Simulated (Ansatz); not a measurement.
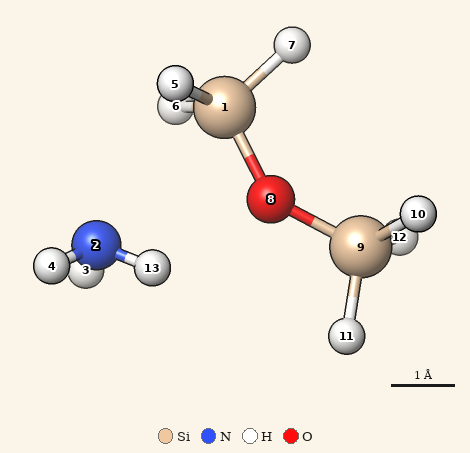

**Figure 1.** The input geometry (ball-and-stick view, seen at a tilt; atoms are numbered from 1 in the order of the input).

Run report: Si₂NH₉O, geometry relaxation (part 1 of 2)

- system: Si₂NH₉O
- method: RHF/6-31G* (Ansatz 0.2.0)

It belongs to a series of runs on one base structure; here: end point B relaxed. Figures and captions count atoms from 1; the log counts them from 0 in places.

Output:
```
The last accepted step is kept in [file] (removed where the run ends without a failure and the disk answers)
Engine: ansatz 0.2.0, aarch64-unknown-linux-gnu
Functional definition: HF
  exchange = exact_x
  correlation = 0
953 factors; integrals over basis functions are off by at most 6.9e-4 eV
mean field evaluation 1: about -19382.7343 eV, gradient 4.2e1 eV
mean field evaluation 2: about -19382.8165 eV, gradient 4.2e1 eV
mean field evaluation 4: about -19386.5318 eV, gradient 3.6e0 eV
mean field evaluation 8: about -19386.5734 eV, gradient 1.3e-4 eV
mean field -19386.57336558 eV, -712.4434304937 hartree, gradient 2.2e-5 eV, S^2 0.000000; 0 other end points of the search recorded, 0 dependent functions left out
the calculation of the forces begins
reference -19386.57336558 eV, -712.4434304937 hartree; 26, 26 occupied and 60, 60 virtual orbitals, 953 factors
relax step   1: F+E_penalty+E_count = -19386.57336558 eV  Δ(F+E_penalty+E_count) = +0.000e0 eV  max|allowed force component| = 1.057e0 eV/Å  Δτ_max = 0.0000 Å  (31 SCF iters, accepted)
these checks for a lower state are left out or cut short: starts, cluster_reference, orbital_swaps, neighbouring_geometries, increment
953 factors; integrals over basis functions are off by at most 6.9e-4 eV
mean field evaluation 16: about -19386.6228 eV, gradient 1.3e-3 eV
mean field -19386.62279068 eV, -712.4452468327 hartree, gradient 1.2e-5 eV, S^2 0.000000; 0 other end points of the search recorded, 0 dependent functions left out
the calculation of the forces begins
reference -19386.62279068 eV, -712.4452468327 hartree; 26, 26 occupied and 60, 60 virtual orbitals, 953 factors
relax step   2: F+E_penalty+E_count = -19386.62279068 eV  Δ(F+E_penalty+E_count) = -4.943e-2 eV  max|allowed force component| = 3.995e-1 eV/Å  Δτ_max = 0.1936 Å  (30 SCF iters, accepted)
these checks for a lower state are left out or cut short: starts, cluster_reference, orbital_swaps, neighbouring_geometries, increment
953 factors; integrals over basis functions are off by at most 7.0e-4 eV
mean field -19386.63460734 eV, -712.4456810869 hartree, gradient 1.3e-5 eV, S^2 0.000000; 0 other end points of the search recorded, 0 dependent functions left out
the calculation of the forces begins
reference -19386.63460734 eV, -712.4456810869 hartree; 26, 26 occupied and 60, 60 virtual orbitals, 953 factors
relax step   3: F+E_penalty+E_count = -19386.63460734 eV  Δ(F+E_penalty+E_count) = -1.182e-2 eV  max|allowed force component| = 2.305e-1 eV/Å  Δτ_max = 0.1916 Å  (31 SCF iters, accepted)
these checks for a lower state are left out or cut short: starts, cluster_reference, orbital_swaps, neighbouring_geometries, increment
953 factors; integrals over basis functions are off by at most 7.0e-4 eV
mean field evaluation 32: about -19386.6368 eV, gradient 1.3e-5 eV
mean field -19386.63677186 eV, -712.4457606316 hartree, gradient 1.3e-5 eV, S^2 0.000000; 0 other end points of the search recorded, 0 dependent functions left out
the calculation of the forces begins
reference -19386.63677186 eV, -712.4457606316 hartree; 26, 26 occupied and 60, 60 virtual orbitals, 953 factors
relax step   4: F+E_penalty+E_count = -19386.63677186 eV  Δ(F+E_penalty+E_count) = -2.165e-3 eV  max|allowed force component| = 1.314e-1 eV/Å  Δτ_max = 0.0350 Å  (31 SCF iters, accepted)
these checks for a lower state are left out or cut short: starts, cluster_reference, orbital_swaps, neighbouring_geometries, increment
953 factors; integrals over basis functions are off by at most 7.2e-4 eV
mean field -19386.63805378 eV, -712.4458077410 hartree, gradient 1.2e-5 eV, S^2 0.000000; 0 other end points of the search recorded, 0 dependent functions left out
the calculation of the forces begins
reference -19386.63805378 eV, -712.4458077410 hartree; 26, 26 occupied and 60, 60 virtual orbitals, 953 factors
relax step   5: F+E_penalty+E_count = -19386.63805378 eV  Δ(F+E_penalty+E_count) = -1.282e-3 eV  max|allowed force component| = 1.098e-1 eV/Å  Δτ_max = 0.0663 Å  (30 SCF iters, accepted)
these checks for a lower state are left out or cut short: starts, cluster_reference, orbital_swaps, neighbouring_geometries, increment
953 factors; integrals over basis functions are off by at most 7.2e-4 eV
mean field -19386.63932340 eV, -712.4458543990 hartree, gradient 1.3e-5 eV, S^2 0.000000; 0 other end points of the search recorded, 0 dependent functions left out
the calculation of the forces begins
reference -19386.63932340 eV, -712.4458543990 hartree; 26, 26 occupied and 60, 60 virtual orbitals, 953 factors
relax step   6: F+E_penalty+E_count = -19386.63932340 eV  Δ(F+E_penalty+E_count) = -1.270e-3 eV  max|allowed force component| = 5.123e-2 eV/Å  Δτ_max = 0.0384 Å  (31 SCF iters, accepted)
these checks for a lower state are left out or cut short: starts, cluster_reference, orbital_swaps, neighbouring_geometries, increment
953 factors; integrals over basis functions are off by at most 7.2e-4 eV
mean field -19386.63971684 eV, -712.4458688575 hartree, gradient 1.3e-5 eV, S^2 0.000000; 0 other end points of the search recorded, 0 dependent functions left out
the calculation of the forces begins
reference -19386.63971684 eV, -712.4458688575 hartree; 26, 26 occupied and 60, 60 virtual orbitals, 953 factors
relax step   7: F+E_penalty+E_count = -19386.63971684 eV  Δ(F+E_penalty+E_count) = -3.934e-4 eV  max|allowed force component| = 4.697e-2 eV/Å  Δτ_max = 0.0277 Å  (30 SCF iters, accepted)
these checks for a lower state are left out or cut short: starts, cluster_reference, orbital_swaps, neighbouring_geometries, increment
953 factors; integrals over basis functions are off by at most 7.3e-4 eV
mean field -19386.64003321 eV, -712.4458804839 hartree, gradient 1.3e-5 eV, S^2 0.000000; 0 other end points of the search recorded, 0 dependent functions left out
the calculation of the forces begins
reference -19386.64003321 eV, -712.4458804839 hartree; 26, 26 occupied and 60, 60 virtual orbitals, 953 factors
relax step   8: F+E_penalty+E_count = -19386.64003321 eV  Δ(F+E_penalty+E_count) = -3.164e-4 eV  max|allowed force component| = 4.958e-2 eV/Å  Δτ_max = 0.0268 Å  (30 SCF iters, accepted)
these checks for a lower state are left out or cut short: starts, cluster_reference, orbital_swaps, neighbouring_geometries, increment
953 factors; integrals over basis functions are off by at most 7.3e-4 eV
mean field evaluation 64: about -19386.6404 eV, gradient 2.8e-4 eV
mean field -19386.64044829 eV, -712.4458957377 hartree, gradient 1.3e-5 eV, S^2 0.000000; 0 other end points of the search recorded, 0 dependent functions left out
the calculation of the forces begins
reference -19386.64044829 eV, -712.4458957377 hartree; 26, 26 occupied and 60, 60 virtual orbitals, 953 factors
relax step   9: F+E_penalty+E_count = -19386.64044829 eV  Δ(F+E_penalty+E_count) = -4.151e-4 eV  max|allowed force component| = 1.160e-2 eV/Å  Δτ_max = 0.0237 Å  (31 SCF iters, accepted)
these checks for a lower state are left out or cut short: starts, cluster_reference, orbital_swaps, neighbouring_geometries, increment
953 factors; integrals over basis functions are off by at most 7.3e-4 eV
mean field -19386.64060481 eV, -712.4459014899 hartree, gradient 1.3e-5 eV, S^2 0.000000; 0 other end points of the search recorded, 0 dependent functions left out
the calculation of the forces begins
reference -19386.64060481 eV, -712.4459014899 hartree; 26, 26 occupied and 60, 60 virtual orbitals, 953 factors
relax step  10: F+E_penalty+E_count = -19386.64060481 eV  Δ(F+E_penalty+E_count) = -1.565e-4 eV  max|allowed force component| = 2.740e-2 eV/Å  Δτ_max = 0.0351 Å  (31 SCF iters, accepted)
```

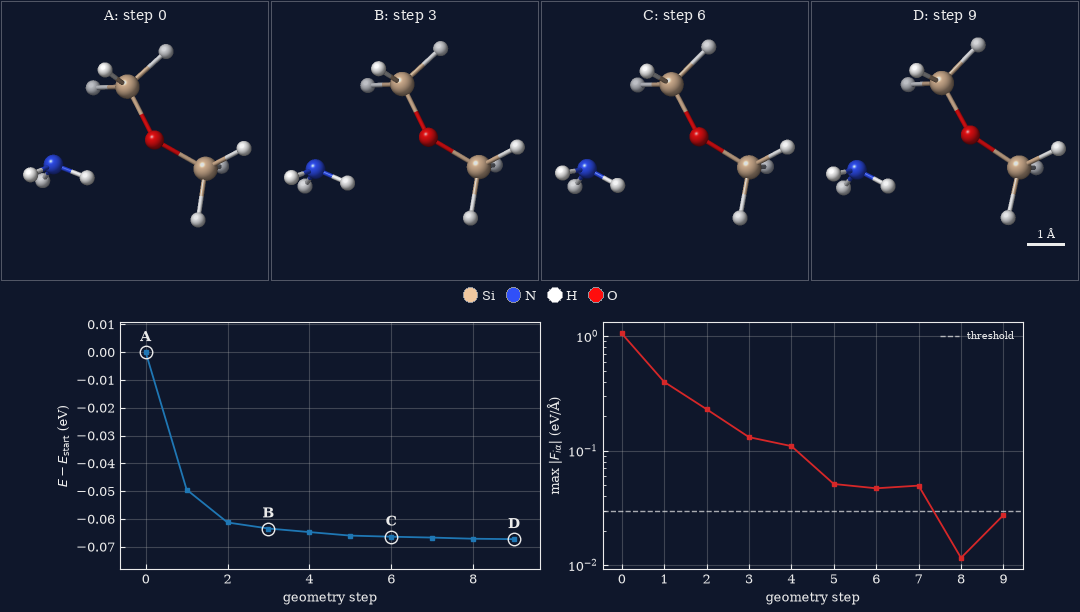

**Figure 2.** Frames of the relaxation (ball-and-stick view, seen at a tilt) above the curves, on which the letters mark them (the first geometry is step 0 here and step 1 in the log).

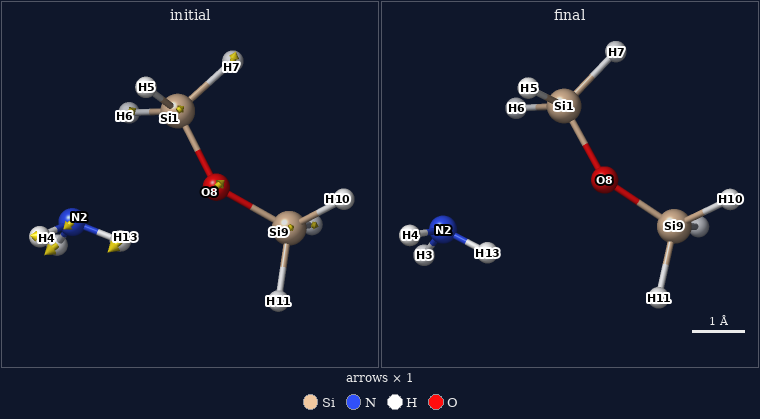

**Figure 3.** Before (left) and after (right) the relaxation, at one scale (ball-and-stick view, seen at a tilt). The yellow arrows give the displacements, at true length. After 9 geometry steps the energy has fallen by 0.067 eV. Largest force component: 1.1 eV/Å at the start, 0.027 eV/Å at the end. H13 moves most after the best rigid fit: 0.35 Å. By element the largest moves are H 0.35 Å, N 0.23 Å, O 0.23 Å, Si 0.16 Å. Among the contacts that change: Si1–O8 1.666 → 1.643 Å, N2–H13 1.025 → 1.003 Å. Among the angles that change: Si1–O8–Si9 143.4° → 150.3°. (Atoms are counted from 1 in the order of the input.)

```
953 factors; integrals over basis functions are off by at most 7.3e-4 eV
mean field -19386.64060481 eV, -712.4459014899 hartree, gradient 1.3e-5 eV, S^2 0.000000; 1 other end points of the search recorded, 0 dependent functions left out
the calculation of the forces begins
reference -19386.64060481 eV, -712.4459014899 hartree; 26, 26 occupied and 60, 60 virtual orbitals, 953 factors
Total energy: -19386.64060481 eV, -712.4459014899 hartree
Atom 0 at     0.061344    -0.460844    -0.538233 Å, force     0.000228    -0.017028    -0.003252 eV/Å
Atom 1 at     0.389599     0.419796     2.742644 Å, force    -0.009173    -0.009628     0.011090 eV/Å
Atom 2 at    -0.445776     0.424296     3.297824 Å, force     0.027401    -0.003578    -0.014409 eV/Å
Atom 3 at     1.068731     0.985677     3.216020 Å, force    -0.006960    -0.012746    -0.004214 eV/Å
Atom 4 at     1.231529     0.416062    -0.404921 Å, force     0.002446    -0.003321     0.010899 eV/Å
Atom 5 at    -1.171308     0.223442    -0.124891 Å, force     0.001291    -0.005094     0.002320 eV/Å
Atom 6 at    -0.076803    -0.823916    -1.967635 Å, force    -0.001741    -0.006772     0.008084 eV/Å
Atom 7 at     0.280028    -1.840149     0.327220 Å, force     0.000323     0.026173    -0.018059 eV/Å
Atom 8 at     0.252575    -3.465724     0.428645 Å, force    -0.004649     0.001515     0.011076 eV/Å
Atom 9 at     1.234019    -4.067961    -0.494038 Å, force    -0.004009     0.004188     0.004368 eV/Å
Atom 10 at     0.590440    -3.858895     1.809260 Å, force    -0.000519     0.002874    -0.014374 eV/Å
Atom 11 at    -1.086518    -3.991110     0.098236 Å, force     0.006531     0.000122     0.000661 eV/Å
Atom 12 at     0.734940    -0.521274     2.726669 Å, force    -0.011168     0.023295     0.005810 eV/Å
Dipole moment:     0.044795    -0.061685     0.356678 e Å
```

Trajectory as extended XYZ (Å, eV, eV/Å), 10 frames, from step=1 to step=10:
```
13
Properties=species:S:1:pos:R:3:forces:R:3 step=1 energy=-19386.57337
Si    0.0795   -0.4018   -0.3904   -0.0081  -0.4122   0.0323
N     0.3869    0.3361    2.5260    0.3560  -0.9297  -0.0367
H    -0.4990    0.3000    2.9945    0.0055  -0.0151   0.0104
H     1.0309    0.8020    3.1371    0.0162  -0.0012  -0.0060
H     1.2617    0.4646   -0.3920    0.0105   0.0056   0.0342
H    -1.1415    0.3009    0.0200    0.0097  -0.0089   0.0055
H    -0.1357   -0.8700   -1.7823    0.0218   0.0084   0.0199
O     0.3387   -1.7631    0.5340   -0.0682   0.3225  -0.3358
Si    0.2735   -3.3943    0.5116   -0.0291  -0.0316  -0.0084
H     1.2556   -3.9576   -0.4339   -0.0021   0.0131  -0.0092
H     0.5802   -3.8883    1.8657    0.0006   0.0013   0.0066
H    -1.0736   -3.8597    0.1269    0.0141  -0.0087  -0.0029
H     0.7055   -0.6295    2.3996   -0.3269   1.0566   0.2901
13
Properties=species:S:1:pos:R:3:forces:R:3 step=2 energy=-19386.62279
Si    0.0666   -0.4323   -0.4611    0.0988  -0.3699   0.2000
N     0.4102    0.3582    2.6223    0.0888  -0.2979   0.0757
H    -0.4864    0.3598    3.0732    0.0434   0.0133  -0.0091
H     1.0415    0.8751    3.2071   -0.0288  -0.0470  -0.0308
H     1.2448    0.4411   -0.4408   -0.0052   0.0181  -0.0011
H    -1.1516    0.2721   -0.0457   -0.0171   0.0117   0.0023
H    -0.1353   -0.9045   -1.8513   -0.0001   0.0309  -0.0063
O     0.3272   -1.7770    0.4767   -0.0834   0.2180  -0.2551
Si    0.2681   -3.4087    0.4771   -0.0032   0.0576   0.0142
H     1.2531   -3.9731   -0.4641    0.0015  -0.0140  -0.0086
H     0.5761   -3.8879    1.8370   -0.0014   0.0039  -0.0094
H    -1.0764   -3.8827    0.0963   -0.0007  -0.0242  -0.0049
H     0.7252   -0.6005    2.5900   -0.0927   0.3995   0.0331
```
